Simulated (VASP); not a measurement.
Band structure of AgBr (rock salt). All values below come from PBEsol GGA with spin-orbit coupling, VASP's PBE PAW potentials (set 64) (plane waves; VASP).

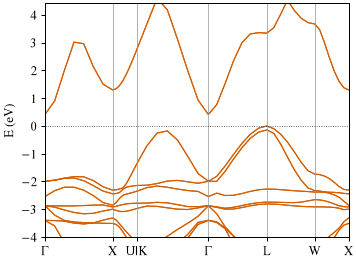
Figure: Bands along high-symmetry lines, zero at the valence-band maximum or, without a gap, the Fermi level

**Question.** Read the plot: is there a gap, and where are the band edges?

**Answer.** The gap is indirect, 0.42 eV, from the valence maximum at L to the conduction minimum at Γ.

The compound is AgBr in the rock salt structure. It was relaxed first, which changed the volume by -5 %.
